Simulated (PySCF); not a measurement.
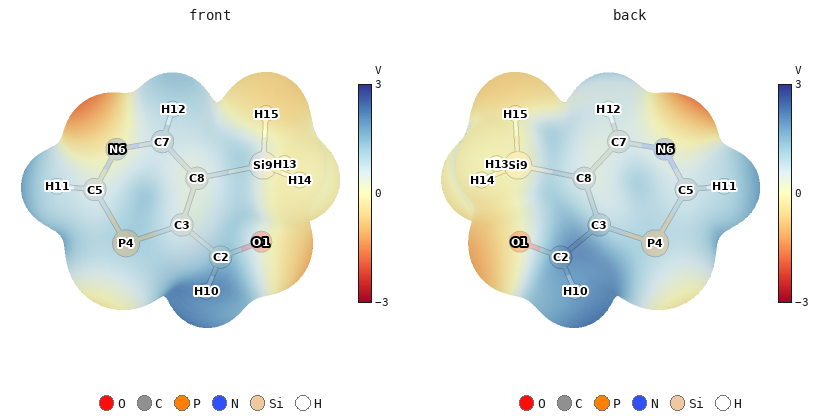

C5H6NOPSi. The electrostatic potential painted on the density surface at 0.004 e/bohr³, seen from the front and from behind; the colour scale runs from red (negative) to blue (positive).

Geometry: GFN2-xTB, MD frame at 250 fs, 600 K.

The calculation used PBE0/pcSseg-1, SCF density, gas phase, non-relativistic (PySCF).

```csv
atom,x (Å),y (Å),z (Å)
O,-2.2347,1.5013,-0.8130
C,-1.1380,1.9437,-0.4372
C,-0.1677,0.9488,0.2297
P,1.3070,1.4562,0.8430
C,2.2207,-0.0652,0.9313
N,1.6409,-1.2338,0.7353
C,0.4102,-1.4487,0.3057
C,-0.5585,-0.3956,0.0753
Si,-2.3254,-0.7554,-0.6055
H,-0.7207,2.9615,-0.4451
H,3.2803,-0.1340,1.1387
H,0.0609,-2.4446,0.5043
H,-2.5911,-0.5778,-1.9656
H,-3.6137,-0.5470,0.1832
H,-2.3998,-2.2659,-0.5775
```

### Which sites attract a positive test charge, and which a negative one?

A positive charge is drawn to the negative regions and a negative charge to the positive ones. The most negative region (about −1.5 V) lies over N6, the most positive (about +2.3 V) over C2 and H10. N6 is the likeliest acceptor of a hydrogen bond.

### How polar is the molecule by this calculation?

Its dipole moment is 3.21 D.
